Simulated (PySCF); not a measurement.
AlCl3N2, SMILES `N#N.Cl[Al](Cl)Cl`.

PySCF calculation, r2SCAN/def2-SVP, gas phase; geometry: GFN2-xTB. GFN2-xTB bond lengths at metals and heavier atoms can be off by up to 0.1 Å and shapes distorted, which carries into these values.

Geometry (Å), atoms numbered from 1:

```
N1       0.7996   -0.0121    2.6894
N2       0.4417   -0.0058    1.6552
Cl3      0.8833   -1.7298   -0.7802
Al4     -0.0961    0.0020   -0.2917
Cl5     -2.1232   -0.0481   -0.0381
Cl6      0.8023    1.7837   -0.7476
```

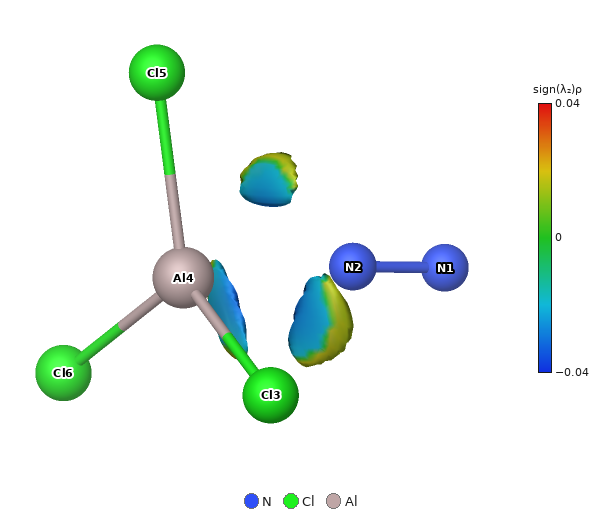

Non-covalent interaction surfaces between the fragments (reduced density gradient s = 0.6, coloured by sign(λ₂)ρ in a.u.; trimmed to the region between the fragments where ρ is under 0.06 a.u.). Fragment A: N2 (atoms 1–2); fragment B: AlCl3.

**Interpret the surfaces between the fragments.**

Bond critical points between the fragments: N2···Al4, 2.02 Å, ρ = 0.043 a.u. It appears blue (attractive, sign(λ₂)ρ well below zero). The pose is a local one from a semi-empirical search, not shown to be the most stable.

**How strongly are they bound?**

The counterpoise-corrected interaction energy of the frozen fragments is −6.5 kcal/mol without dispersion correction and −7.2 kcal/mol with D3(BJ). The pair geometry is semi-empirical, not a minimum at this level.
